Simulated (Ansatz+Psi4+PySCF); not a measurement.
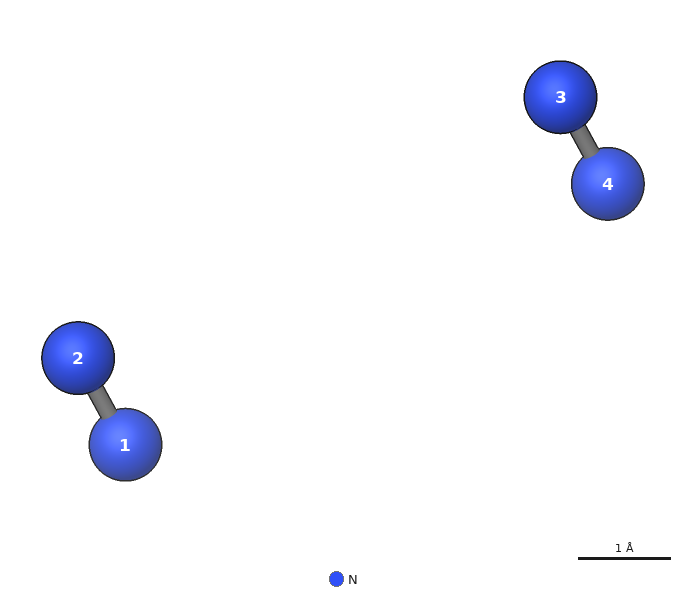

Figure made from data computed with Ansatz+Psi4+PySCF.

Orthographic view. Distant atoms are faded towards the background colour. State: charge +1, doublet. Geometry: a fixed input geometry, not necessarily a minimum.

Give the distance matrix in Å.

```tsv
atom	N1	N2	N3	N4
N1	0.00			
N2	1.13	0.00		
N3	6.11	6.00	0.00	
N4	6.00	6.11	1.13	0.00
```
